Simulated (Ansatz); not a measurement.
**C4H6O: density, localisation and related maps**

```xyz
11

C    -1.0335    1.9385   -0.6963
C    -0.4315    0.9164   -0.5113
C     0.2970   -0.3369   -0.3130
C     0.6501   -0.5628    1.1439
O    -0.4626   -1.4539   -0.7411
H    -1.5698    2.8444   -0.8535
H     1.2279   -0.2733   -0.8965
H     1.1912   -1.5052    1.2410
H    -0.2594   -0.6135    1.7436
H     1.2761    0.2491    1.5156
H    -0.8202   -1.2597   -1.6118
```

Geometry: PBE0-D4/def2-TZVP.

Theory: RKS PBE0-D4/def2-TZVPP (Ansatz 0.2.0).

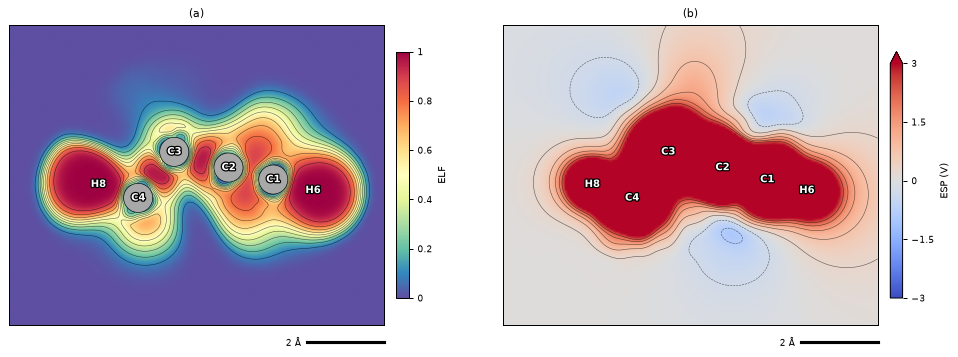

Figure 1. (a) electron localisation function; (b) molecular electrostatic potential on the plane of atoms C3, C4 and H8. Grey discs cover the atomic cores in the ELF map.

**Describe what can be read from this map.**

- The section cuts through C and H sites.
- C–C (1.20 Å): the ELF peaks at about 0.80 between the atoms; a short, multiple covalent bond.
- C–H (1.06 Å): the ELF climbs to about 1 towards the hydrogen, as it does in any bond to H: a covalent bond by its length.
- Outside the dense part of the molecule the potential is most negative (−0.9 V) near C1.

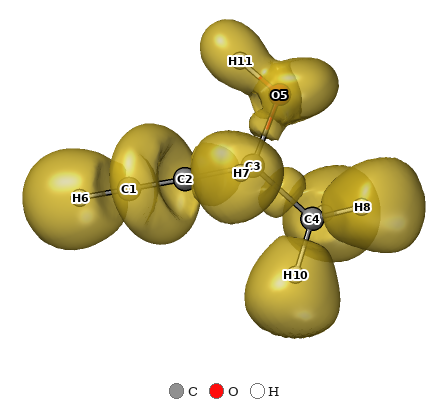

Figure 2. Isosurface of the electron localisation function at 0.75 (yellow), seen at a tilt. Core shells and regions of very low density are left out.

**Where are the electrons localised?**

The surface consists of three regions between bonded C–C atoms (shared pairs), five regions around hydrogen nuclei and one joined region spread over several atoms (H, O), in which their bonds and any lone pairs are merged. Profiles from the grid: C–O (1.42 Å): the ELF peaks at about 0.90 between the atoms (a shared but strongly polarised pair).

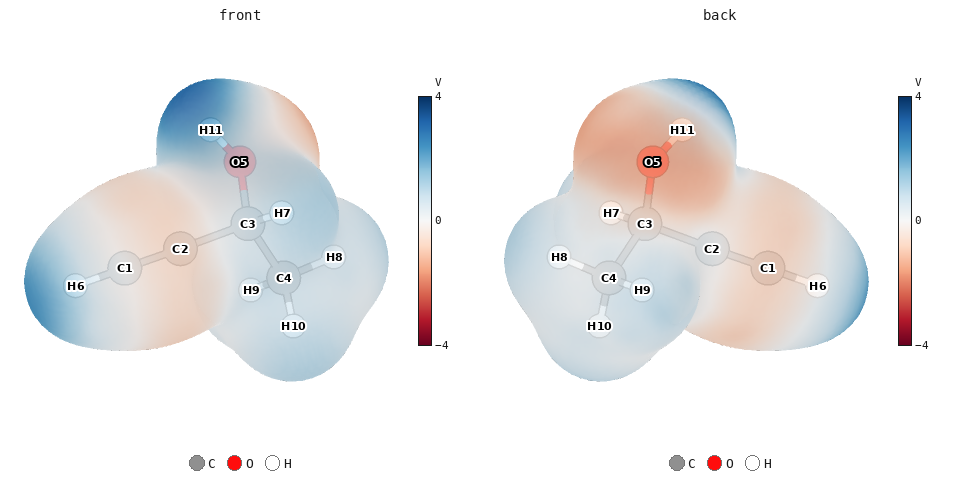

Figure 3. The molecular electrostatic potential painted on the density surface at 0.004 e/bohr³, seen from the front and from behind; red is negative and blue positive.

**Where is the surface potential most negative and most positive?**

The most negative region (about −1.7 V) lies over O5, the most positive (about +3.1 V) over H11. O5 is the likeliest acceptor of a hydrogen bond.
